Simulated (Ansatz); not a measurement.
# CH₆MoN₂O: trial inputs and their diagnosis

3 inputs were typed for CH₆MoN₂O. Each is run as it stands; the log then has to tell whether the result can be used.

Method: the settings change from run to run; program: Ansatz 0.2.0, Gaussian basis.

2 further runs of the same task are left out: 2 for a known fault of the program.

## 1. The relaxed structure

An earlier PBE0-D4 in a triple-zeta def2 set relaxation fixed the geometry. Mo takes a core potential in def2 sets; no spin-orbit term is included.

SMILES `[CH3][Mo](=[NH])(=[NH])[OH]`, 11 atoms, charge 0, spin multiplicity 1.

Atoms are counted from 1 here; the program's logs count them from 0.

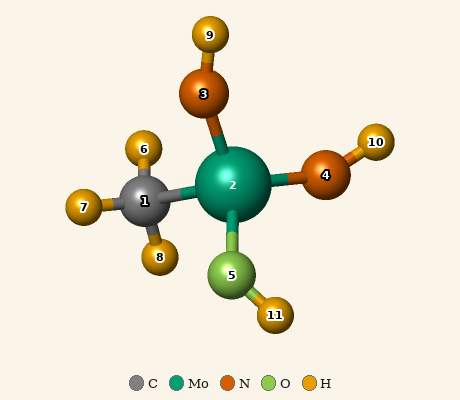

The structure; carbon grey, molybdenum teal, nitrogen orange, oxygen green, hydrogen amber; atoms are numbered from 1 in the order of the file.

As a file:

| atom | x (Å) | y (Å) | z (Å) |
| --- | --- | --- | --- |
| C1 | -1.52322 | 0.37277 | 0.43453 |
| Mo2 | 0.41936 | -0.25613 | -0.10337 |
| N3 | 1.27649 | -0.27433 | 1.39307 |
| N4 | 0.98369 | 0.98811 | -1.15925 |
| O5 | 0.36998 | -1.96137 | -0.92138 |
| H6 | -1.51131 | 1.34344 | 0.93103 |
| H7 | -1.94850 | -0.36974 | 1.11549 |
| H8 | -2.13354 | 0.44279 | -0.47005 |
| H9 | 1.99801 | -0.01442 | 2.05041 |
| H10 | 1.61605 | 1.74377 | -1.38686 |
| H11 | 0.51849 | -2.07191 | -1.86312 |

## 2. Try 1

File in.yaml:

```yaml
crystal:
  periodic: [false, false, false]
  atoms:
    - {symbol: C, position_ang: [-1.523221, 0.372768, 0.434527]}
    - {symbol: D, position_ang: [0.419359, -0.256127, -0.103370]}
    - {symbol: N, position_ang: [1.276490, -0.274327, 1.393070]}
    - {symbol: N, position_ang: [0.983695, 0.988114, -1.159245]}
    - {symbol: O, position_ang: [0.369977, -1.961367, -0.921377]}
    - {symbol: H, position_ang: [-1.511309, 1.343441, 0.931027]}
    - {symbol: H, position_ang: [-1.948501, -0.369738, 1.115492]}
    - {symbol: H, position_ang: [-2.133539, 0.442793, -0.470053]}
    - {symbol: H, position_ang: [1.998012, -0.014416, 2.050405]}
    - {symbol: H, position_ang: [1.616049, 1.743770, -1.386859]}
    - {symbol: H, position_ang: [0.518486, -2.071910, -1.863117]}
basis:
  gaussian: {orbitals: def2-SVPD}
hamiltonian: {xc: {name: revPBE0}}
output: {forces: true}
```

Launch:

```
$ ansatz run in.yaml --threads 4 --pin off --events-out ev --progress --plain --max-ram 10444MiB
```

Standard output:

```text
Error: YAML parse error: error: line 5 column 16: `D` is not an element symbol (H … Og, case-exact)
 --> <input>:5:16
  |
3 |   atoms:
4 |     - {symbol: C, position_ang: [-1.523221, 0.372768, 0.434527]}
5 |     - {symbol: D, position_ang: [0.419359, -0.256127, -0.103370]}
  |                ^ `D` is not an element symbol (H … Og, case-exact)
6 |     - {symbol: N, position_ang: [1.276490, -0.274327, 1.393070]}
7 |     - {symbol: N, position_ang: [0.983695, 0.988114, -1.159245]}
  |
```

Wall time 0.05 s (4 threads of Arm Neoverse V2, shared host).

Diagnosis: The program refused the input. An element symbol is wrong. To mend it, correct the symbol.

## 3. Try 2

File in.yaml:

```yaml
crystal:
  periodic: [false, false, false]
  atoms:
    - {symbol: C, position_ang: [-1.523221, 0.372768, 0.434527]}
    - {symbol: Mo, position_ang: [0.419359, -0.256127, -0.103370]}
    - {symbol: N, position_ang: [1.276490, -0.274327, 1.393070]}
    - {symbol: N, position_ang: [0.983695, 0.988114, -1.159245]}
    - {symbol: O, position_ang: [0.369977, -1.961367, -0.921377]}
    - {symbol: H, position_ang: [-1.511309, 1.343441, 0.931027]}
    - {symbol: H, position_ang: [-1.948501, -0.369738, 1.115492]}
    - {symbol: H, position_ang: [-2.133539, 0.442793, -0.470053]}
    - {symbol: H, position_ang: [1.998012, -0.014416, 2.050405]}
    - {symbol: H, position_ang: [1.616049, 1.743770, -1.386859]}
    - {symbol: H, position_ang: [0.518486, -2.071910, -1.863117]}
basis:
  gaussian: {orbitals: def2-TZVP}
total_charge: -2
hamiltonian: {xc: {name: revPBE0}}
output: {forces: true}
```

Same command.

Standard output, cut to the lines that bear on the results:

```text
Functional definition: revPBE0
  name "revPBE0"
  cite "Zhang & Yang, Phys. Rev. Lett. 80, 890 (1998) doi:10.1103/PhysRevLett.80.890"
  cite "Adamo & Barone, J. Chem. Phys. 110, 6158 (1999) doi:10.1063/1.478522"
  cite "Perdew, Burke & Ernzerhof, Phys. Rev. Lett. 77, 3865 (1996) doi:10.1103/PhysRevLett.77.3865"
[...]
1283 factors; their error is unknown
[...]
mean field -8013.34460872 eV, -294.4849827304 hartree, gradient 2.8e-6 eV, S^2 0.000000; 18 other end points of the search recorded, 0 dependent functions left out
[...]
reference -8013.34465755 eV, -294.4849845249 hartree; 25, 25 occupied and 175, 175 virtual orbitals, 1283 factors
Total energy: -8013.34465755 eV, -294.4849845249 hartree
Atom 0 at    -1.523221     0.372768     0.434527 Å, force    -0.643468     0.312197     0.135116 eV/Å
Atom 1 at     0.419359    -0.256127    -0.103370 Å, force    -0.135445     0.430616    -0.051339 eV/Å
Atom 2 at     1.276490    -0.274327     1.393070 Å, force     0.098600    -0.895585     2.048094 eV/Å
Atom 3 at     0.983695     0.988114    -1.159245 Å, force    -0.168020     1.073226    -2.010078 eV/Å
Atom 4 at     0.369977    -1.961367    -0.921377 Å, force     0.384804    -1.825510    -0.405389 eV/Å
Atom 5 at    -1.511309     1.343441     0.931027 Å, force    -0.154144     0.488331     0.286173 eV/Å
Atom 6 at    -1.948501    -0.369738     1.115492 Å, force    -0.098726     0.007063    -0.105004 eV/Å
Atom 7 at    -2.133539     0.442793    -0.470053 Å, force     0.001836    -0.114888     0.150736 eV/Å
Atom 8 at     1.998012    -0.014416     2.050405 Å, force     0.434356     0.248113     0.008336 eV/Å
Atom 9 at     1.616049     1.743770    -1.386859 Å, force     0.292297     0.119514     0.243906 eV/Å
Atom 10 at     0.518486    -2.071910    -1.863117 Å, force    -0.012090     0.156922    -0.300551 eV/Å
Dipole moment:     0.305336     0.325226     0.198991 e Å
```

Run time: 20 s. Hardware: 4 threads of Arm Neoverse V2, shared host; peak memory 0.67 GiB.

Diagnosis: The run converged, but a converged run isn't a right one. The charge is far from anything that the molecule holds. It asks for charge -2; the species has 0. Its energy belongs to another ion. Fix: type the charge that the molecule really has.

## 4. Try 3

File in.yaml:

```yaml
crystal:
  periodic: [false, false, false]
  atoms:
    - {symbol: C, position_ang: [-1.523221, 0.372768, 0.434527]}
    - {symbol: Mo, position_ang: [0.419359, -0.256127, -0.103370]}
    - {symbol: N, position_ang: [1.276490, -0.274327, 1.393070]}
    - {symbol: N, position_ang: [0.983695, 0.988114, -1.159245]}
    - {symbol: O, position_ang: [0.369977, -1.961367, -0.921377]}
    - {symbol: H, position_ang: [-1.511309, 1.343441, 0.931027]}
    - {symbol: H, position_ang: [-1.948501, -0.369738, 1.115492]}
    - {symbol: H, position_ang: [-2.133539, 0.442793, -0.470053]}
    - {symbol: H, position_ang: [1.998012, -0.014416, 2.050405]}
    - {symbol: H, position_ang: [1.616049, 1.743770, -1.386859]}
    - {symbol: H, position_ang: [0.518486, -2.071910, -1.863117]}
basis:
  gaussian: {orbitals: def2-TZVPP}
magnetization: {spin_polarized: true, initial_magnetization: 10}
hamiltonian: {xc: {name: rPW86-PBE}, dispersion: d3bjatm}
output: {forces: true}
```

The command is unchanged.

Standard output, cut to the lines that bear on the results:

```text
Functional definition: rPW86-PBE
  name "rPW86-PBE"
  cite "Murray, Lee & Langreth, J. Chem. Theory Comput. 5, 2754 (2009) doi:10.1021/ct900365q"
  cite "Perdew, Burke & Ernzerhof, Phys. Rev. Lett. 77, 3865 (1996) doi:10.1103/PhysRevLett.77.3865"
  parent pbe
[...]
1294 factors; their error is unknown
[...]
mean field -8013.70376395 eV, -294.4981814415 hartree, gradient 5.3e-6 eV, S^2 30.009974; 10 other end points of the search recorded, 0 dependent functions left out
[...]
reference -8013.70392687 eV, -294.4981874289 hartree; 29, 19 occupied and 235, 245 virtual orbitals, 1294 factors
Total energy: -8013.97048275 eV, -294.5079831769 hartree
Atom 0 at    -1.523221     0.372768     0.434527 Å, force    -6.163025     2.102386     1.947985 eV/Å
Atom 1 at     0.419359    -0.256127    -0.103370 Å, force    -8.657760   -10.102858    -0.768698 eV/Å
Atom 2 at     1.276490    -0.274327     1.393070 Å, force     6.001109    -0.558441    11.964368 eV/Å
Atom 3 at     0.983695     0.988114    -1.159245 Å, force     4.478609    10.888410   -10.474438 eV/Å
Atom 4 at     0.369977    -1.961367    -0.921377 Å, force    -0.527462    -3.595822    -1.151658 eV/Å
Atom 5 at    -1.511309     1.343441     0.931027 Å, force     0.722563     0.485530     0.177258 eV/Å
Atom 6 at    -1.948501    -0.369738     1.115492 Å, force     0.427443    -0.733417     0.168704 eV/Å
Atom 7 at    -2.133539     0.442793    -0.470053 Å, force     0.341059    -0.281048    -0.808842 eV/Å
Atom 8 at     1.998012    -0.014416     2.050405 Å, force     1.580588     0.889678     1.499480 eV/Å
Atom 9 at     1.616049     1.743770    -1.386859 Å, force     1.516067     1.791219    -0.527020 eV/Å
Atom 10 at     0.518486    -2.071910    -1.863117 Å, force     0.280809    -0.885636    -2.027138 eV/Å
Dipole moment:    -0.244838     0.196318     0.244530 e Å
```

It took 29 s on 4 threads of Arm Neoverse V2, shared host; peak memory 0.78 GiB.

What is wrong: The run converged, but a converged run isn't a right one. The spin is set far too high for this molecule. It asks for 10 unpaired electrons; the ground state has 0. Its energy belongs to an excited spin state, not the ground state. Fix: set initial_magnetization back to that of the ground state.

## 5. How the tries ended

| try | level | ended | cause | time |
| --- | --- | --- | --- | --- |
| 1 | revPBE0/def2-SVPD | refused | an element symbol is wrong | 0.05 s |
| 2 | revPBE0/def2-TZVP | converged | the charge is far from anything that the molecule holds | 20 s |
| 3 | rPW86-PBE/def2-TZVPP | converged | the spin is set far too high for this molecule | 29 s |

In words: 1 refused, 2 converged. A refusal costs next to no computing time. The dangerous case is the input that converges on a wrong geometry, charge, spin, basis or grid: often only a look at the input shows it.
